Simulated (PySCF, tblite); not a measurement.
**2-methoxypropane: a rotation path, then NMR shifts on frames**

Aim: move 2-methoxypropane (`COC(C)C`) away from its starting geometry and see how NMR shifts follow the geometry.

Computed with tblite 0.8.0 and PySCF 2.14.0, with density-fitted response routines of our own, on a single molecule in the gas phase. Atoms count from 0, in the outputs and in this text.

## (1) The starting structure

15 atoms, charge 0, multiplicity 1; geometry from: GFN2-xTB.

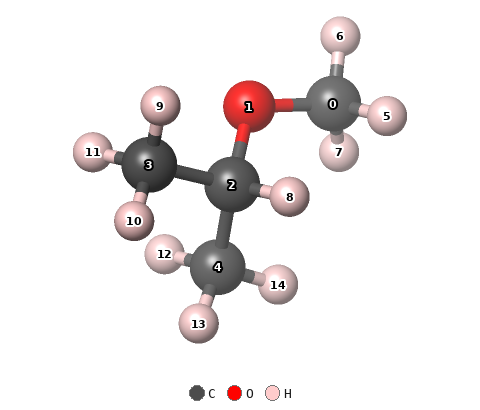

The starting geometry (carbon dark grey, oxygen red, hydrogen pink), atoms numbered; sticks join atoms by distance.

## (2) The rotation path with GFN2-xTB

What the job is given:

```
{"job": {"kind": "neb", "xc": "GFN2-xTB", "basis": "xTB", "atoms": [3, 2, 1, 0], "turn": 120}, "charge": 0, "multiplicity": 1}
C      2.013350    -0.356000    -0.163309
O      0.906564     0.415485    -0.544744
C     -0.249750     0.251777     0.259814
C     -1.194217     1.393613    -0.103328
C     -0.927564    -1.103860     0.043631
H      2.247690    -0.217994     0.900413
H      2.851176    -0.006079    -0.764311
H      1.860580    -1.424620    -0.354017
H      0.040899     0.340027     1.322177
H     -0.696535     2.347419     0.047469
H     -2.087005     1.355357     0.514208
H     -1.475675     1.313785    -1.149725
H     -1.151085    -1.237117    -1.012018
H     -1.854232    -1.143892     0.609334
H     -0.288609    -1.919910     0.372494
```

Level: GFN2-xTB climbing-image nudged elastic band, gas phase.

On the command line:

```sh
$ OMP_NUM_THREADS=1 python probes_run.py task.json out
```

This one command runs all jobs of the session in turn.

What it wrote:

```text
image   E - E0 / eV
  0      -0.0000
  1       0.0124
  2       0.0531
  3       0.1168
  4       0.1574
  5       0.1296
  6       0.0670
  7       0.0311
  8       0.0154
```

Run time: 1.6 s. Hardware: 1 thread of Intel Xeon Platinum 8488C, shared host; peak memory 0.18 GiB.

The final band, with the dihedral C3–C2–O1–C0:

```
image  dihedral (°)  energy (eV)  energy (kcal/mol)
    0           167        0.000                0.0
    1           180        0.012                0.3
    2           195        0.053                1.2
    3           212        0.117                2.7
    4           231        0.157                3.6
    5           252        0.130                3.0
    6           270        0.067                1.5
    7           285        0.031                0.7
    8           295        0.015                0.4
```

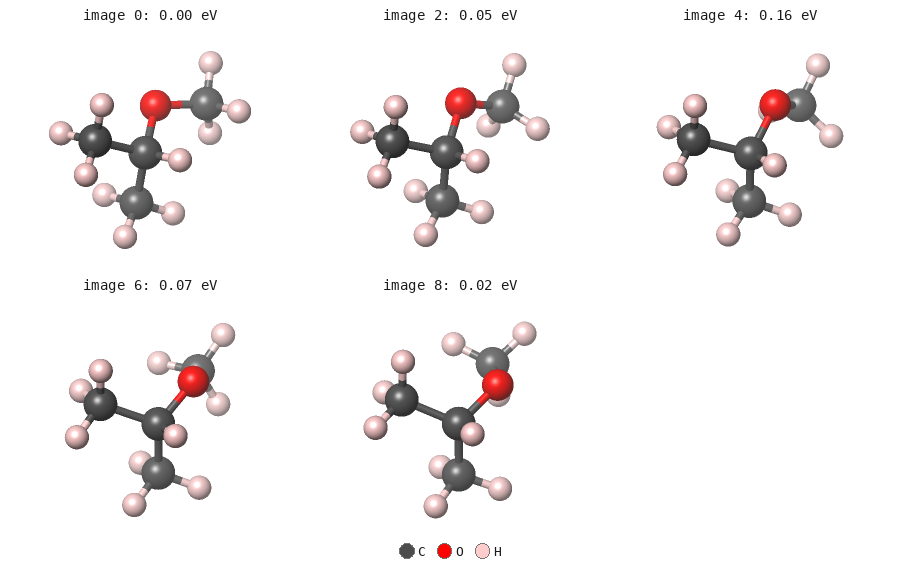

Images along the band.

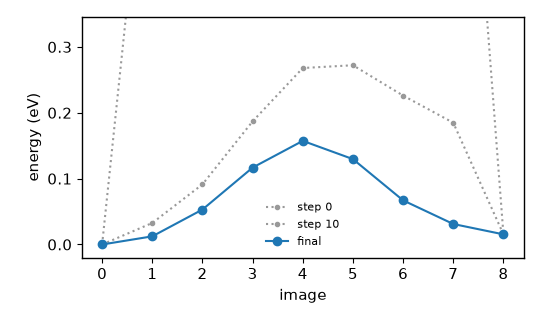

Energy along the band, early and final.

## (3) NMR shieldings: image 0, PBE0/pcSseg-1

What the job is given:

```
{"job": {"kind": "nmr", "xc": "PBE0", "basis": "pcSseg-1", "pop": false}, "charge": 0, "multiplicity": 1}
C      2.013400    -0.356000    -0.163300
O      0.906600     0.415500    -0.544700
C     -0.249800     0.251800     0.259800
C     -1.194200     1.393600    -0.103300
C     -0.927600    -1.103900     0.043600
H      2.247700    -0.218000     0.900400
H      2.851200    -0.006100    -0.764300
H      1.860600    -1.424600    -0.354000
H      0.040900     0.340000     1.322200
H     -0.696500     2.347400     0.047500
H     -2.087000     1.355400     0.514200
H     -1.475700     1.313800    -1.149700
H     -1.151100    -1.237100    -1.012000
H     -1.854200    -1.143900     0.609300
H     -0.288600    -1.919900     0.372500
```

Method: GIAO PBE0/pcSseg-1 NMR shielding, non-relativistic, gas phase.

What it wrote:

```text
coarse grid: 11632 points
cycle   1  E = -233.2370848952  dE =  3.581e-01  |g| = 5.874e-01  |ddm| = 3.086e+00
cycle   2  E = -233.1796804227  dE =  5.740e-02  |g| = 8.182e-01  |ddm| = 1.250e+00
cycle   3  E = -233.3071717284  dE = -1.275e-01  |g| = 9.220e-02  |ddm| = 8.155e-01
cycle   4  E = -233.3086591579  dE = -1.487e-03  |g| = 2.912e-02  |ddm| = 7.378e-02
cycle   5  E = -233.3088491295  dE = -1.900e-04  |g| = 3.679e-03  |ddm| = 2.363e-02
cycle   6  E = -233.3088517060  dE = -2.576e-06  |g| = 1.075e-03  |ddm| = 3.507e-03
final grid: 109760 points
cycle   7  E = -233.3508178019  dE = -3.208e-05  |g| = 1.207e-02  |ddm| = 2.471e-02
cycle   8  E = -233.3507938267  dE =  2.398e-05  |g| = 1.674e-02  |ddm| = 1.805e-02
cycle   9  E = -233.3508470845  dE = -5.326e-05  |g| = 1.518e-03  |ddm| = 1.093e-02
cycle  10  E = -233.3508475754  dE = -4.909e-07  |g| = 1.289e-04  |ddm| = 1.436e-03
cycle  11  E = -233.3508475784  dE = -3.048e-09  |g| = 5.721e-05  |ddm| = 1.614e-04
cycle  12  E = -233.3508475791  dE = -6.920e-10  |g| = 1.776e-05  |ddm| = 5.270e-05
converged SCF energy = -233.3508475791

GIAO shielding tensors (ppm)
atom      isotropic    diamagn.    paramagn.     s11        s22        s33       span
  0 C      128.416     244.639    -116.223     93.482    108.756    183.011     89.529
  1 O      286.563     397.732    -111.168    247.081    278.621    333.987     86.906
  2 C      109.537     244.269    -134.731     84.877     87.608    156.127     71.250
  3 C      160.660     247.500     -86.841    140.680    154.490    186.809     46.129
  4 C      166.289     249.894     -83.606    145.562    165.357    187.946     42.383
  5 H       28.680      29.842      -1.162     24.977     26.219     34.845      9.868
  6 H       27.836      28.796      -0.960     23.795     25.448     34.265     10.469
  7 H       28.056      30.250      -2.194     23.782     26.351     34.034     10.252
  8 H       28.346      32.405      -4.060     26.465     27.133     31.440      4.975
  9 H       30.256      29.905       0.351     26.237     28.008     36.524     10.287
 10 H       30.863      29.914       0.949     26.780     28.772     37.039     10.259
 11 H       30.521      30.385       0.137     27.581     28.817     35.167      7.586
 12 H       30.984      31.146      -0.162     28.092     28.638     36.223      8.131
 13 H       30.944      30.849       0.095     26.949     28.906     36.977     10.028
 14 H       29.930      31.392      -1.462     25.223     29.072     35.494     10.272
```

It took 12 s on 1 thread of Intel Xeon Platinum 8488C, shared host; peak memory 0.68 GiB.

Shifts follow as δ = σ(reference) − σ, with reference shieldings (ppm) from runs at the same level and on the same kind of geometry: 1H TMS 31.72, 13C TMS 186.9, 17O H2O 336.1. The references are single molecules in the gas phase, so shifts against H2O, NH3, PH3, H3PO4 or CFCl3 are not on the usual liquid scales and can be off by tens of ppm. Each atom is listed at this fixed geometry, with no averaging over motion; a spectrum would average atoms that exchange fast.

```
atoms                              environment  σ (ppm)  δ (ppm)
   C2                       sp3 CH bonded to O    109.5     77.4
   C0                methyl carbon bonded to O    128.4     58.5
   C3                            methyl carbon    160.7     26.3
   C4                            methyl carbon    166.3     20.6
   H6  hydrogen on a methyl carbon bonded to O    27.84     3.88
   H7  hydrogen on a methyl carbon bonded to O    28.06     3.66
   H8        hydrogen on an sp3 CH bonded to O    28.35     3.37
   H5  hydrogen on a methyl carbon bonded to O    28.68     3.04
  H14              hydrogen on a methyl carbon    29.93     1.79
   H9              hydrogen on a methyl carbon    30.26     1.46
  H11              hydrogen on a methyl carbon    30.52     1.20
  H10              hydrogen on a methyl carbon    30.86     0.85
  H13              hydrogen on a methyl carbon    30.94     0.77
  H12              hydrogen on a methyl carbon    30.98     0.73
   O1                             ether oxygen    286.6     49.5
```

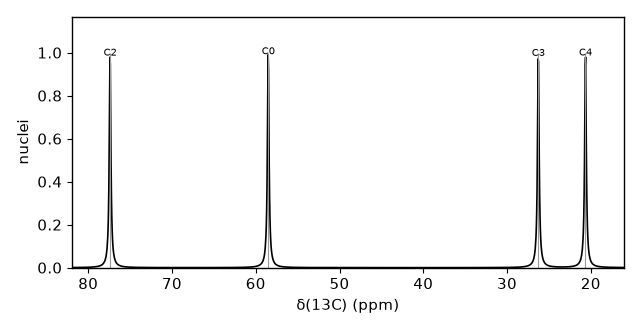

13C lines at the computed shifts, without couplings. Lines are broadened to a width of 0.23 ppm (Lorentzian).

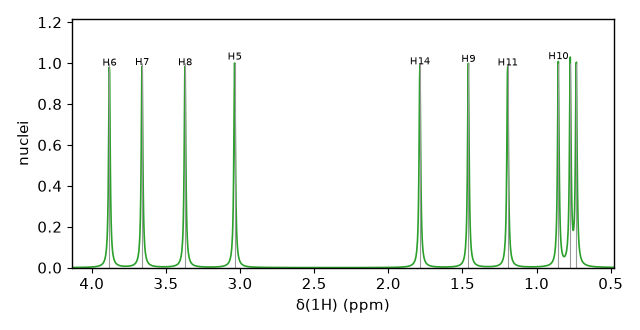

1H lines at the computed shifts, without couplings. Lines are broadened to a width of 0.01 ppm (Lorentzian).

## (4) Nuclear shieldings: image 2, PBE0/pcSseg-1

What the job is given:

```
{"job": {"kind": "nmr", "xc": "PBE0", "basis": "pcSseg-1", "pop": false}, "charge": 0, "multiplicity": 1}
C      1.941200    -0.429800    -0.255000
O      0.976000     0.587100    -0.323200
C     -0.242700     0.349500     0.367500
C     -1.228000     1.391100    -0.155400
C     -0.797000    -1.061100     0.163900
H      2.094000    -0.789100     0.769200
H      2.868400     0.007300    -0.620800
H      1.675800    -1.278400    -0.895600
H     -0.077800     0.509400     1.449300
H     -0.831300     2.390800    -0.003200
H     -2.182500     1.302400     0.355400
H     -1.377700     1.241900    -1.221600
H     -0.862400    -1.286500    -0.897800
H     -1.791200    -1.121800     0.597200
H     -0.169200    -1.804900     0.647900
```

Level: GIAO PBE0/pcSseg-1 NMR shielding, non-relativistic, gas phase.

What it wrote:

```text
coarse grid: 11632 points
cycle   1  E = -233.2334460602  dE =  3.596e-01  |g| = 5.889e-01  |ddm| = 3.087e+00
cycle   2  E = -233.1771096386  dE =  5.634e-02  |g| = 8.167e-01  |ddm| = 1.265e+00
cycle   3  E = -233.3037103171  dE = -1.266e-01  |g| = 9.152e-02  |ddm| = 8.260e-01
cycle   4  E = -233.3051697329  dE = -1.459e-03  |g| = 2.928e-02  |ddm| = 7.373e-02
cycle   5  E = -233.3053614168  dE = -1.917e-04  |g| = 3.949e-03  |ddm| = 2.422e-02
cycle   6  E = -233.3053644427  dE = -3.026e-06  |g| = 9.502e-04  |ddm| = 3.738e-03
final grid: 109760 points
cycle   7  E = -233.3481036292  dE = -4.819e-05  |g| = 1.207e-02  |ddm| = 2.933e-02
cycle   8  E = -233.3480806712  dE =  2.296e-05  |g| = 1.659e-02  |ddm| = 1.828e-02
cycle   9  E = -233.3481334987  dE = -5.283e-05  |g| = 1.554e-03  |ddm| = 1.090e-02
cycle  10  E = -233.3481340022  dE = -5.035e-07  |g| = 1.802e-04  |ddm| = 1.516e-03
cycle  11  E = -233.3481340087  dE = -6.479e-09  |g| = 6.050e-05  |ddm| = 2.164e-04
cycle  12  E = -233.3481340094  dE = -7.303e-10  |g| = 2.223e-05  |ddm| = 5.900e-05
converged SCF energy = -233.3481340094

GIAO shielding tensors (ppm)
atom      isotropic    diamagn.    paramagn.     s11        s22        s33       span
  0 C      130.684     244.890    -114.206    103.590    108.841    179.622     76.031
  1 O      296.703     397.501    -100.798    255.014    289.404    345.691     90.677
  2 C      112.662     243.567    -130.905     87.537     93.542    156.906     69.369
  3 C      160.128     247.835     -87.707    140.862    152.640    186.882     46.020
  4 C      165.101     251.046     -85.945    151.850    158.764    184.688     32.838
  5 H       28.616      30.016      -1.400     25.321     25.696     34.832      9.512
  6 H       28.016      28.753      -0.737     23.907     25.718     34.423     10.516
  7 H       28.173      30.352      -2.179     23.984     26.395     34.141     10.157
  8 H       27.876      31.535      -3.659     25.038     26.730     31.860      6.822
  9 H       30.170      29.763       0.407     26.205     27.827     36.480     10.275
 10 H       30.914      29.990       0.925     26.792     28.819     37.132     10.340
 11 H       30.599      30.540       0.059     27.644     29.078     35.074      7.430
 12 H       30.782      31.725      -0.943     28.056     28.493     35.797      7.741
 13 H       30.901      30.994      -0.092     26.810     29.189     36.706      9.896
 14 H       30.064      31.682      -1.618     25.727     28.981     35.485      9.758
```

It took 12 s on 1 thread of Intel Xeon Platinum 8488C, shared host; peak memory 0.67 GiB.

Key values: δ C2 74.3, C0 56.2, C3 26.8, C4 21.8, H8 3.84, H6 3.70 ppm.

[end of part 1 of 2]
